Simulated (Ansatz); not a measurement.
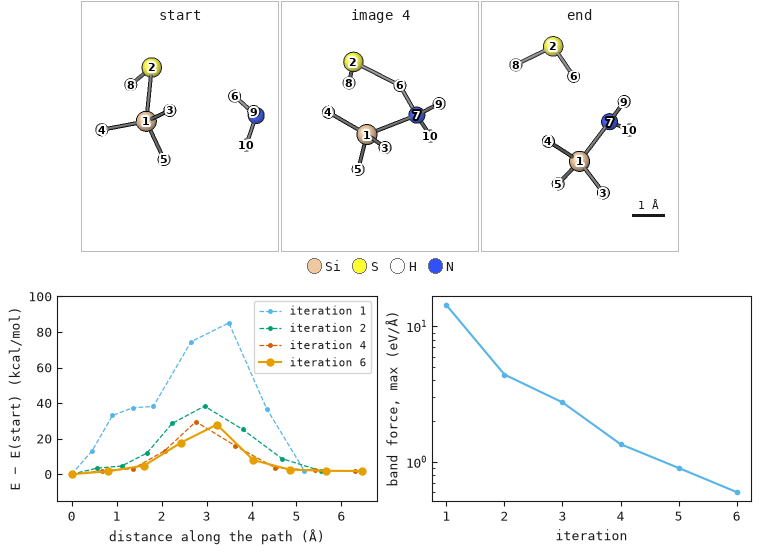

A nudged-elastic-band calculation for SiNH7S, made up at the start of SiH₄S and NH3. Images are numbered from 0 (start) to 8 (end). The plot follows the band through its iterations. The picture is a ball-and-stick view, seen from a free direction.

Computed with Ansatz 0.2.0, UKS PBE0/def2-SVP. Run with 7 movable images; climbing image; force threshold 0.03 eV/Å; iteration limit 6; starting path through a guess of the saddle point.

Question: Judge this run.

Answer: The result isn't final. The band hadn't converged when the run stopped after 6 iterations. The largest component of the band force went from 14 to 0.6 eV/Å. The barrier read from it is provisional: over the last two iterations the highest image moved from 29.6 kcal/mol to 27.9 kcal/mol. The iteration limit was low. The first iteration put the highest image at 85.2 kcal/mol. The energy climbs by 27.9 kcal/mol to image 4 and then falls by 26.1 kcal/mol, so the end point sits at +1.8 kcal/mol.

Limits of the set-up: the start holds two separate molecules, 2.7 Å apart at their closest, whose relative position is a soft coordinate and is computed without a dispersion correction.
